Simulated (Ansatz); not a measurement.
Consider GaSb in the zinc blende structure (space group F-43m, No. 216; a = 6.1115 Å).

Perturbation: the cell is scaled by 0.9750 in all directions, atoms relaxed at fixed cell.

All numbers come from DFT with PBEsol, PAW potentials and a 420 eV plane-wave cutoff in Ansatz (a first-principles code), spin-orbit coupling left out.

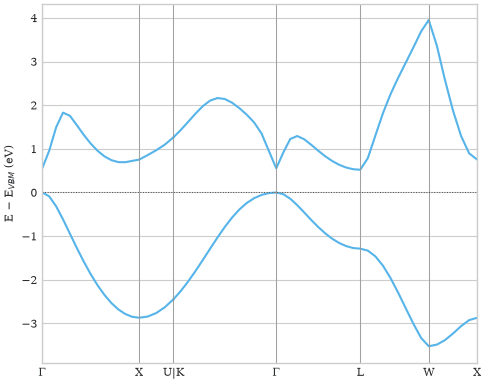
Figure. Highest valence and lowest conduction band along the path of the changed cell's own zone

Q: From the figure, how large is the changed gap, and is it direct?

A: About 0.5 eV, indirect, Γ → L.

With Sb present, leaving out spin-orbit coupling can change the band edges. The cells carry an imposed strain or load. No phonon test of stability was made. The final runs are not spin-polarised.
